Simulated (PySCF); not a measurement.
Consider C5H5FOS.

The calculation's input:

```
{"job": {"kind": "nmr", "xc": "PBE0", "basis": "pcSseg-1", "pop": false}, "charge": 0, "multiplicity": 1}
C      2.078000    -1.335100     0.327000
C      0.896600    -1.023600     0.222000
C     -0.511900    -0.868100     0.027600
F     -1.170700    -2.076600    -0.095700
C     -1.276800     0.272800     0.659400
C     -0.805200     1.468200    -0.117200
S     -0.457400     0.312900    -1.587500
O     -1.656300     0.188900    -2.292500
H      2.989500    -1.515200     0.729000
H     -2.397400     0.156400     0.555700
H     -0.916900     0.314400     1.792400
H     -1.547900     2.128700    -0.477900
H      0.141000     1.979200     0.189900
```

Launched as:

```sh
OMP_NUM_THREADS=1 python probes_run.py task.json out
```

Geometry: GFN2-xTB, MD frame at 250 fs, 600 K.

Method: PBE0/pcSseg-1, SCF density, gas phase, non-relativistic in PySCF 2.14.0.

Q: What can the converged electron density and electron localisation function tell about the bonding?

A: C–C (1.23 Å): the density is about 2.6 e/Å³ at the midpoint; the ELF peaks at about 0.85 between the atoms: a multiple bond.
C–F (1.38 Å): the density is about 2.1 e/Å³ at the midpoint, with its minimum of 1.7 e/Å³ about 0.5 Å from C; the ELF peaks at about 0.85 between the atoms: a polar covalent bond.
C–H (1.01 Å): ρ at the midpoint is about 2.3 e/Å³; the ELF climbs to about 1 towards the hydrogen, as it does in any bond to H; a covalent bond by its length.

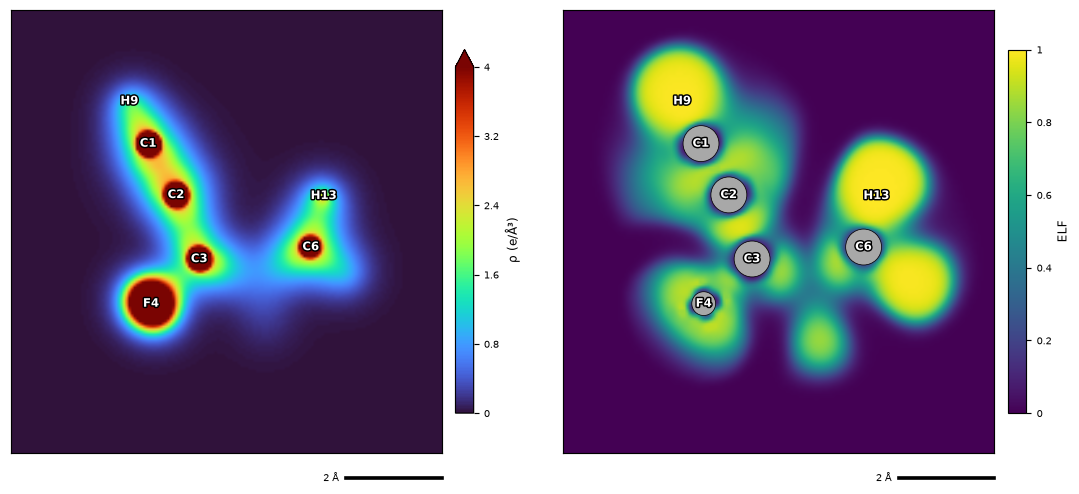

Computed electron density and electron localisation function on the plane of atoms C2, C3 and F4, in this order. Grey discs cover the atomic cores in the ELF map. 
